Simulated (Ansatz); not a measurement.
**FH₃Se₃Si: shape, modes and thermochemistry**

The task is to find a stationary geometry of FH₃Se₃Si, check the end point by its vibrations and derive ideal-gas thermochemistry, and look at its orbitals and charge.

Program: Ansatz 0.2.0, Gaussian basis. Level of theory: RKS PBE0-D4/def2-TZVP. These are calculated values, not measurements.

Levels to be run: relaxation at PBE-D4/def2-SVP; relaxation at PBE0-D4/def2-TZVP; harmonic vibrations at the same level; a single point in def2-TZVPP for the fields.

## 1. Where the work starts

SMILES `F[Si]([SeH])([SeH])[SeH]`, 8 atoms, charge 0, spin multiplicity 1.

Atoms are counted from 1 here; the program's logs count them from 0.

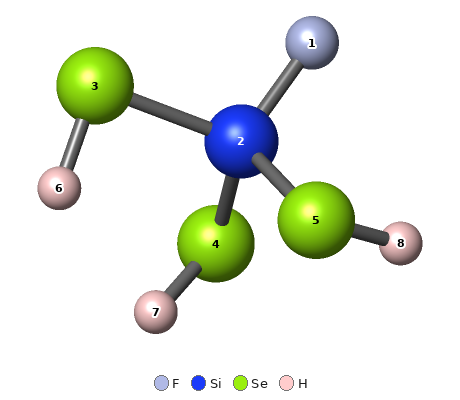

Start geometry, drawn with fluorine light blue, silicon blue, selenium green, hydrogen pink; atoms are numbered from 1 in the order of the file.

The start is a force-field geometry with small random shifts, so a cheaper pass at PBE-D4/def2-SVP comes first.

## 2. Relaxation at PBE-D4/def2-SVP (cheap first pass)

The input, in.yaml:

```yaml
crystal:
  periodic: [false, false, false]
  atoms:
    - {symbol: F, position_ang: [1.224000, -2.022700, -0.369900]}
    - {symbol: Si, position_ang: [0.412500, -0.521600, -0.011500]}
    - {symbol: Se, position_ang: [1.556700, 0.559000, 1.607800]}
    - {symbol: Se, position_ang: [0.406800, 0.802500, -1.878300]}
    - {symbol: Se, position_ang: [-1.701500, -0.935600, 0.705200]}
    - {symbol: H, position_ang: [0.579000, 1.730600, 1.601200]}
    - {symbol: H, position_ang: [-0.367000, 1.893300, -1.080700]}
    - {symbol: H, position_ang: [-2.018200, -1.562700, -0.629600]}
basis:
  gaussian: {orbitals: def2-SVP}
hamiltonian: {xc: pbe, dispersion: d4}
relax: {f_tol: 0.03, max_steps: 200}
```

Run with:

```bash
$ ansatz run in.yaml --threads 4 --pin off --events-out ev --progress --plain --max-ram 11315MiB
```

Output, cut to the lines that bear on the results:

```text
Functional definition: PBE
  name "PBE"
  cite "Perdew, Burke & Ernzerhof, Phys. Rev. Lett. 77, 3865 (1996) doi:10.1103/PhysRevLett.77.3865"
  parent pbe
[...]
1556 factors; their error is unknown
[...]
mean field -206631.23009190 eV, -7593.5576461991 hartree, gradient 3.1e-5 eV, S^2 0.000000; 0 other end points of the search recorded, 0 dependent functions left out
[...]
reference -206631.23012296 eV, -7593.5576473405 hartree; 64, 64 occupied and 79, 79 virtual orbitals, 1556 factors
relax step   1: F+E_penalty+E_count = -206631.56786859 eV  Δ(F+E_penalty+E_count) = +0.000e0 eV  max|allowed force component| = 2.324e0 eV/Å  Δτ_max = 0.0000 Å  (29 SCF iters, accepted)
[...]
relax step   4: F+E_penalty+E_count = -206631.90629923 eV  Δ(F+E_penalty+E_count) = -5.620e-2 eV  max|allowed force component| = 2.297e-1 eV/Å  Δτ_max = 0.1995 Å  (35 SCF iters, accepted)
[...]
relax step   7: F+E_penalty+E_count = -206631.92265678 eV  Δ(F+E_penalty+E_count) = -5.839e-3 eV  max|allowed force component| = 5.604e-2 eV/Å  Δτ_max = 0.0384 Å  (27 SCF iters, accepted)
[...]
relax step  10: F+E_penalty+E_count = -206631.92468664 eV  Δ(F+E_penalty+E_count) = -1.914e-4 eV  max|allowed force component| = 1.276e-1 eV/Å  Δτ_max = 0.0971 Å  (29 SCF iters, accepted)
[...]
relax step  11: F+E_penalty+E_count = -206631.92579976 eV  Δ(F+E_penalty+E_count) = -1.113e-3 eV  max|allowed force component| = 4.541e-2 eV/Å  Δτ_max = 0.0145 Å  (29 SCF iters, accepted)
[...]
relax step  12: F+E_penalty+E_count = -206631.92596320 eV  Δ(F+E_penalty+E_count) = -1.634e-4 eV  max|allowed force component| = 2.813e-2 eV/Å  Δτ_max = 0.0067 Å  (29 SCF iters, accepted)
1556 factors; their error is unknown
mean field -206631.59265547 eV, -7593.5709701645 hartree, gradient 1.8e-5 eV, S^2 0.000000; 1 other end points of the search recorded, 0 dependent functions left out
[...]
reference -206631.59268711 eV, -7593.5709713272 hartree; 64, 64 occupied and 79, 79 virtual orbitals, 1556 factors
Total energy: -206631.92599484 eV, -7593.5832201604 hartree
Atom 0 at     1.356064    -1.781053    -0.364885 Å, force     0.020808    -0.028126    -0.012678 eV/Å
Atom 1 at     0.468184    -0.456028     0.010094 Å, force    -0.027269     0.025091     0.013656 eV/Å
Atom 2 at     1.573366     0.417704     1.816898 Å, force    -0.020807     0.024842    -0.002411 eV/Å
Atom 3 at     0.450501     0.758844    -1.935869 Å, force    -0.002662    -0.002619    -0.002539 eV/Å
Atom 4 at    -1.638901    -0.961874     0.723586 Å, force     0.005235    -0.002591    -0.008807 eV/Å
Atom 5 at     0.708295     1.627223     1.795499 Å, force     0.017764    -0.020533     0.006372 eV/Å
Atom 6 at    -0.693077     1.570384    -1.445994 Å, force     0.003262    -0.002563    -0.001048 eV/Å
Atom 7 at    -2.132132    -1.232400    -0.655130 Å, force     0.003669     0.006498     0.007454 eV/Å
Dipole moment:    -0.322262     0.314421    -0.044386 e Å
```

Run time: 16 s. Hardware: 4 threads of Intel Xeon Platinum 8375C at 2.90GHz, shared host.

Relaxation path:

```
step  energy from step 1 (eV)  largest force component (eV/Å)
   1                   0.0000                          2.3236
   2                  -0.2179                          1.4572
   3                  -0.2822                          1.0359
   4                  -0.3384                          0.2297
   5                  -0.3472                          0.0660
   6                  -0.3489                          0.3222
   7                  -0.3548                          0.0560
   8                  -0.3546                          0.1357
   9                  -0.3566                          0.0455
  10                  -0.3568                          0.1276
  11                  -0.3579                          0.0454
  12                  -0.3581                          0.0281
```

Close pairs (by a distance rule), those that changed most:

```
   bond  before (Å)  after (Å)  change (Å)
 F1–Si2       1.744      1.638      -0.105
 Se4–H7       1.557      1.485      -0.072
 Se3–H6       1.526      1.487      -0.039
Si2–Se3       2.258      2.291      +0.033
 Se5–H8       1.508      1.489      -0.019
Si2–Se5       2.270      2.281      +0.011
Si2–Se4       2.289      2.294      +0.005
```

## 3. Optimising with PBE0-D4/def2-TZVP

The input, in.yaml:

```yaml
crystal:
  periodic: [false, false, false]
  atoms:
    - {symbol: F, position_ang: [1.356064, -1.781053, -0.364885]}
    - {symbol: Si, position_ang: [0.468184, -0.456028, 0.010094]}
    - {symbol: Se, position_ang: [1.573366, 0.417704, 1.816898]}
    - {symbol: Se, position_ang: [0.450501, 0.758844, -1.935869]}
    - {symbol: Se, position_ang: [-1.638901, -0.961874, 0.723586]}
    - {symbol: H, position_ang: [0.708295, 1.627223, 1.795499]}
    - {symbol: H, position_ang: [-0.693077, 1.570384, -1.445994]}
    - {symbol: H, position_ang: [-2.132132, -1.232400, -0.655130]}
basis:
  gaussian: {orbitals: def2-TZVP}
hamiltonian: {xc: pbe0, dispersion: d4}
relax: {f_tol: 0.005, max_steps: 150}
```

Launched as before.

Output, cut to the lines that bear on the results:

```text
Functional definition: PBE0
  name "PBE0"
  cite "Adamo & Barone, J. Chem. Phys. 110, 6158 (1999) doi:10.1063/1.478522"
  cite "Perdew, Burke & Ernzerhof, Phys. Rev. Lett. 77, 3865 (1996) doi:10.1103/PhysRevLett.77.3865"
  parent pbe
[...]
1792 factors; their error is unknown
[...]
mean field -206669.03161533 eV, -7594.9468265625 hartree, gradient 5.3e-5 eV, S^2 0.000000; 0 other end points of the search recorded, 0 dependent functions left out
[...]
reference -206669.03164542 eV, -7594.9468276681 hartree; 64, 64 occupied and 166, 166 virtual orbitals, 1792 factors
relax step   1: F+E_penalty+E_count = -206669.32090477 eV  Δ(F+E_penalty+E_count) = +0.000e0 eV  max|allowed force component| = 1.057e0 eV/Å  Δτ_max = 0.0000 Å  (29 SCF iters, accepted)
[...]
reference -206669.08271177 eV, -7594.9487043220 hartree; 64, 64 occupied and 166, 166 virtual orbitals, 1792 factors
Total energy: -206669.37475399 eV, -7594.9594366756 hartree
Atom 0 at     1.336710    -1.745420    -0.356038 Å, force     0.000108    -0.000260    -0.000323 eV/Å
Atom 1 at     0.467451    -0.457497     0.006458 Å, force    -0.000274    -0.000048     0.001117 eV/Å
Atom 2 at     1.577597     0.436512     1.769074 Å, force    -0.000298     0.000133     0.000021 eV/Å
Atom 3 at     0.432875     0.717407    -1.933466 Å, force    -0.000376     0.000447    -0.000565 eV/Å
Atom 4 at    -1.611687    -0.966424     0.723030 Å, force     0.000382     0.000028    -0.000134 eV/Å
Atom 5 at     0.658117     1.581110     1.814925 Å, force    -0.000107    -0.000351    -0.000198 eV/Å
Atom 6 at    -0.655558     1.569751    -1.438856 Å, force     0.000448    -0.000062    -0.000185 eV/Å
Atom 7 at    -2.113205    -1.192640    -0.640928 Å, force     0.000117     0.000112     0.000267 eV/Å
Dipole moment:    -0.304631     0.293665    -0.035253 e Å
```

Run time: 83 s. Hardware: 4 threads of Intel Xeon Platinum 8375C at 2.90GHz, shared host; peak memory 1 GiB.

Along the way:

```
step  energy from step 1 (eV)  largest force component (eV/Å)
   1                   0.0000                          1.0569
   2                  -0.0423                          0.6698
   3                  -0.0516                          0.1356
   4                  -0.0529                          0.0806
   5                  -0.0536                          0.0071
   6                  -0.0537                          0.0050
   7                  -0.0537                          0.0035
   8                  -0.0537                          0.0039
   9                  -0.0537                          0.0081
  10                  -0.0537                          0.0129
  11                  -0.0538                          0.0172
  12                  -0.0538                          0.0237
  13                  -0.0538                          0.0149
  14                  -0.0538                          0.0011
```

The force was under the threshold of 0.005 eV/Å already at step 7, but the program went on to step 14.

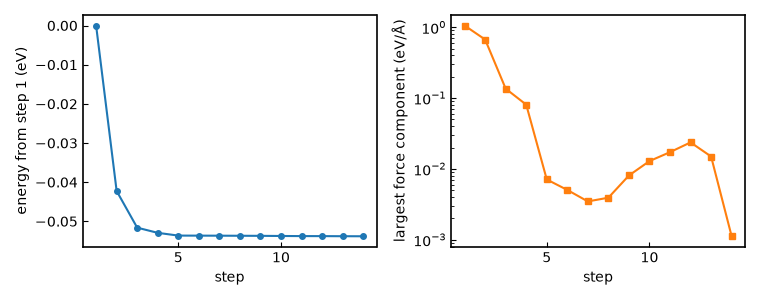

Energy and force, step by step.

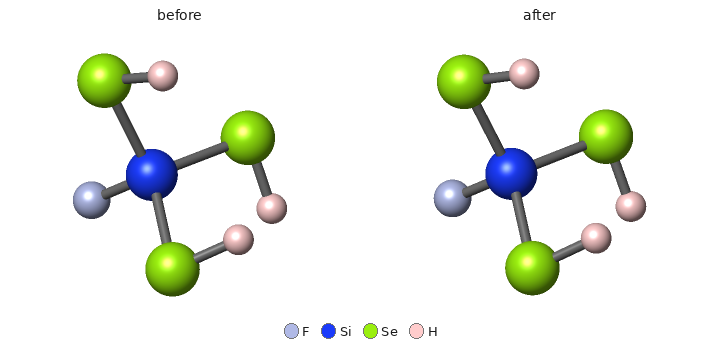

Before and after, at one scale.

Distances of close pairs at the start and the end, largest changes first:

```
   bond  before (Å)  after (Å)  change (Å)
 F1–Si2       1.638      1.596      -0.043
Si2–Se4       2.294      2.268      -0.026
Si2–Se3       2.291      2.267      -0.024
Si2–Se5       2.281      2.257      -0.024
 Se5–H8       1.489      1.471      -0.018
 Se3–H6       1.487      1.469      -0.018
 Se4–H7       1.485      1.468      -0.017
```

Mulliken charges at the end point, from the run's report:

```
atom  value (e)
  F1      -0.28
 Si2       0.51
 Se3      -0.23
 Se4      -0.22
 Se5      -0.22
  H6       0.14
  H7       0.14
  H8       0.15
```

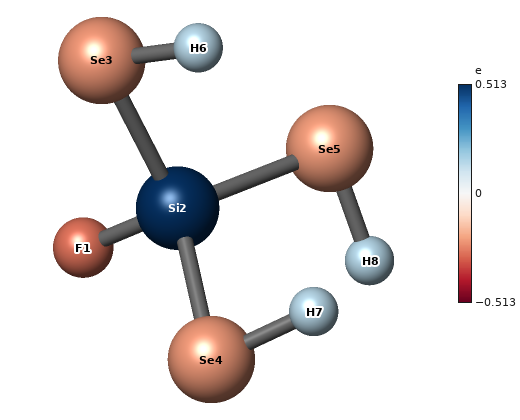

Mulliken charges at the end point, from the run's report, as colours on the atoms.

## 4. Vibrations by finite differences

The input, in.yaml:

```yaml
crystal:
  periodic: [false, false, false]
  atoms:
    - {symbol: F, position_ang: [1.336710, -1.745420, -0.356038]}
    - {symbol: Si, position_ang: [0.467451, -0.457497, 0.006458]}
    - {symbol: Se, position_ang: [1.577597, 0.436512, 1.769074]}
    - {symbol: Se, position_ang: [0.432875, 0.717407, -1.933466]}
    - {symbol: Se, position_ang: [-1.611687, -0.966424, 0.723030]}
    - {symbol: H, position_ang: [0.658117, 1.581110, 1.814925]}
    - {symbol: H, position_ang: [-0.655558, 1.569751, -1.438856]}
    - {symbol: H, position_ang: [-2.113205, -1.192640, -0.640928]}
basis:
  gaussian: {orbitals: def2-TZVP}
hamiltonian: {xc: pbe0, dispersion: d4}
phonons: {temperatures: {t_min: 298.15, t_max: 900, t_step: 200}}
```

Same command.

Output, cut to the lines that bear on the results:

```text
Functional definition: PBE0
  name "PBE0"
  cite "Adamo & Barone, J. Chem. Phys. 110, 6158 (1999) doi:10.1063/1.478522"
  cite "Perdew, Burke & Ernzerhof, Phys. Rev. Lett. 77, 3865 (1996) doi:10.1103/PhysRevLett.77.3865"
  parent pbe
[...]
1792 factors; their error is unknown
[...]
mean field -206669.08267537 eV, -7594.9487029843 hartree, gradient 5.0e-5 eV, S^2 0.000000; 0 other end points of the search recorded, 0 dependent functions left out
[...]
reference -206669.08270520 eV, -7594.9487040804 hartree; 64, 64 occupied and 166, 166 virtual orbitals, 1792 factors
[...]
1792 factors; their error is unknown
mean field -206669.08265769 eV, -7594.9487023346 hartree, gradient 1.8e-6 eV, S^2 0.000000; 0 other end points of the search recorded, 0 dependent functions left out
[...]
Atom 0 at     1.336710    -1.745420    -0.356038 Å, force     0.000107    -0.000238    -0.000329 eV/Å
Atom 1 at     0.467451    -0.457497     0.006458 Å, force    -0.000360    -0.000055     0.001174 eV/Å
Atom 2 at     1.577597     0.436512     1.769074 Å, force    -0.000360     0.000099     0.000030 eV/Å
Atom 3 at     0.432875     0.717407    -1.933466 Å, force    -0.000315     0.000465    -0.000595 eV/Å
Atom 4 at    -1.611687    -0.966424     0.723030 Å, force     0.000635     0.000011    -0.000110 eV/Å
Atom 5 at     0.658117     1.581110     1.814925 Å, force    -0.000120    -0.000351    -0.000192 eV/Å
Atom 6 at    -0.655558     1.569751    -1.438856 Å, force     0.000444    -0.000064    -0.000240 eV/Å
Atom 7 at    -2.113205    -1.192640    -0.640928 Å, force    -0.000032     0.000133     0.000262 eV/Å
Dipole moment:    -0.304630     0.293665    -0.035253 e Å
Vibrations: 61.35 90.28 100.07 141.56 168.75 204.71 215.69 272.00 275.17 473.24 482.00 650.35 668.14 672.52 892.41 2432.28 2446.60 2450.59 cm⁻¹, zero-point energy 0.787158 eV
```

Run time: 3.4 min. Hardware: 4 threads of Intel Xeon Platinum 8375C at 2.90GHz, shared host; peak memory 1.1 GiB.

Motions are named by where the mode's potential energy lies. The modes, unscaled (a negative number is an imaginary wavenumber):

```
mode  cm⁻¹                      motion
   1    61           torsion with bend
   2    90                        bend
   3   100           torsion with bend
   4   142           torsion with bend
   5   169                     torsion
   6   205           bend with torsion
   7   216           torsion with bend
   8   272  Si–Se stretch with torsion
   9   275                     torsion
  10   473               Si–Se stretch
  11   482               Si–Se stretch
  12   650                        bend
  13   668                        bend
  14   673                        bend
  15   892                Si–F stretch
  16  2432                Se–H stretch
  17  2447                Se–H stretch
  18  2451                Se–H stretch
```

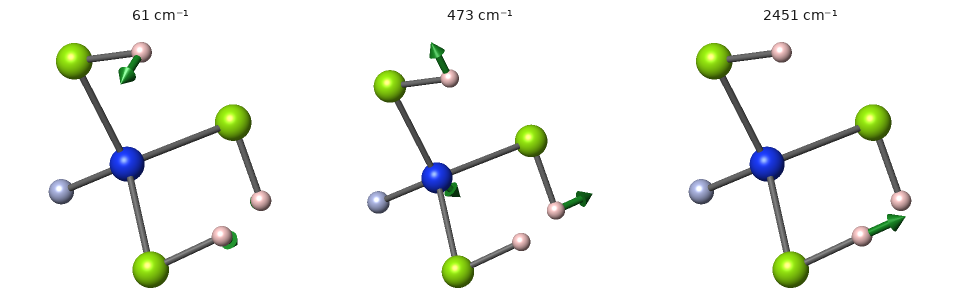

How the atoms move in 3 of the modes.

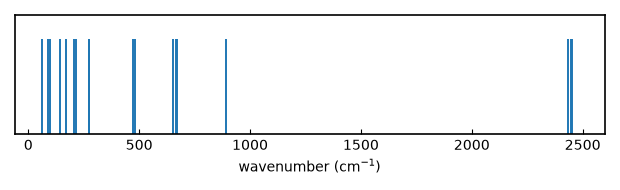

The harmonic wavenumbers as sticks (no intensities were computed).

From these modes and the moments of inertia (298.15 K, 1 bar, symmetry number 1):

```
                term            value
   zero-point energy      75.9 kJ/mol
          H(298) − E     102.9 kJ/mol
entropy, translation  179.4 J/(mol K)
   entropy, rotation  131.8 J/(mol K)
  entropy, vibration  111.4 J/(mol K)
      entropy, total  422.6 J/(mol K)
```

## 5. Orbitals, density and potential

Edit in.yaml of step 4 so:

```diff
@@ -12,4 +12,4 @@
 basis:
-  gaussian: {orbitals: def2-TZVP}
+  gaussian: {orbitals: def2-TZVPP}
 hamiltonian: {xc: pbe0, dispersion: d4}
-phonons: {temperatures: {t_min: 298.15, t_max: 900, t_step: 200}}
+output: {orbitals: {seedname: orbitals}}
```

The command is unchanged.

Output:

```text
Functional definition: PBE0
  name "PBE0"
  cite "Adamo & Barone, J. Chem. Phys. 110, 6158 (1999) doi:10.1063/1.478522"
  cite "Perdew, Burke & Ernzerhof, Phys. Rev. Lett. 77, 3865 (1996) doi:10.1103/PhysRevLett.77.3865"
  parent pbe
  parameter a = 0.25
  parameter kappa = 0.804
  parameter beta = 0.06672455060314922
  exchange = (1 - a)*pbe_x(kappa = kappa, mu = beta*pi^2/3) + a*exact_x
  correlation = pbe_c(beta = beta)
1860 factors; their error is unknown
mean field evaluation 1: about -206666.2576 eV, gradient 3.3e1 eV
mean field evaluation 2: about -206664.3658 eV, gradient 5.1e1 eV
mean field evaluation 4: about -206667.8611 eV, gradient 1.1e0 eV
mean field evaluation 8: about -206667.8612 eV, gradient 2.4e-2 eV
mean field evaluation 16: about -206669.1265 eV, gradient 1.2e-4 eV
mean field -206669.12645298 eV, -7594.9503117817 hartree, gradient 4.2e-5 eV, S^2 0.000000; 0 other end points of the search recorded, 0 dependent functions left out
reference -206669.12648312 eV, -7594.9503128894 hartree; 64, 64 occupied and 195, 195 virtual orbitals, 1860 factors
Total energy: -206669.41852536 eV, -7594.9610452436 hartree
```

It took 6.5 s on 4 threads of Intel Xeon Platinum 8375C at 2.90GHz, shared host; peak memory 1.4 GiB.

Orbitals, density, ELF and potential are computed afterwards from the orbital file.

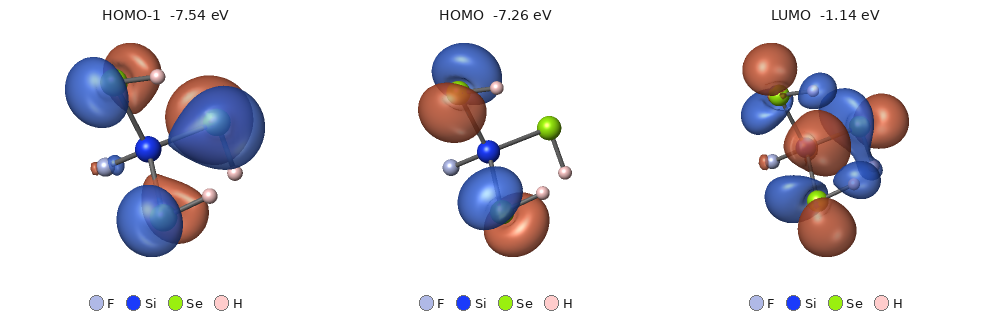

Frontier orbitals at PBE0-D4/def2-TZVPP; each surface holds 70 % of the orbital's density, blue and red mark the sign.

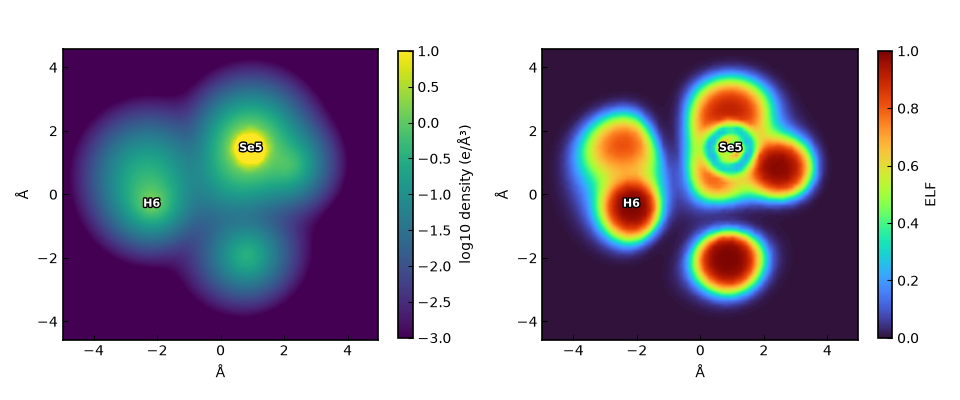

Density (left) and ELF (right) in a plane through or near 2 of the atoms.

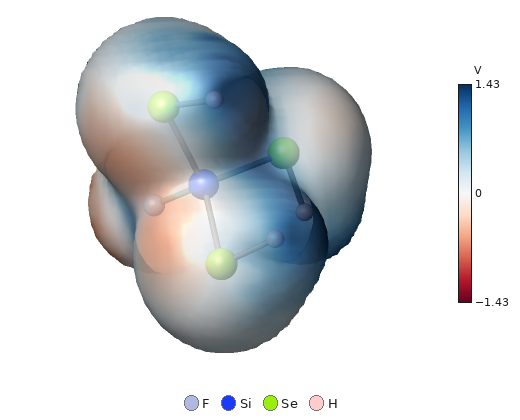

Electrostatic potential on the surface of density 0.002 e/bohr³; red is low, blue high. It runs from -0.68 V near F1 to 1.43 V near H7.

## 6. What came out

| quantity | value |
| --- | --- |
| point group | C1 |
| steps | 12 + 14 |
| shift from the start (rms) | 0.295 Å |
| total energy | -206669.3748 eV |
| dispersion term | -292 meV |
| dipole moment | 2.04 D |
| lowest, highest wavenumber | 61, 2451 cm⁻¹ |
| zero-point energy | 75.9 kJ/mol |
| entropy at 298.15 K | 422.6 J/(mol K) |
| HOMO, LUMO | -7.26, -1.14 eV |

In words: The relaxed geometry lies 0.29 Å (rms) from the start; the bond that changed most is F1–Si2, from 1.744 to 1.596 Å. No mode is imaginary: a true minimum at this level. The stiffest mode, 2451 cm⁻¹, is an Se–H stretch, and 5 modes under 200 cm⁻¹ make the vibrational entropy uncertain. Harmonic hybrid wavenumbers usually lie a few per cent above measured fundamentals. The largest Mulliken charge, +0.51 e, sits on Si2. The HOMO lies mostly on Se3, Se4 about 42 % each and the LUMO on Si2 25 %; Se4 23 %.
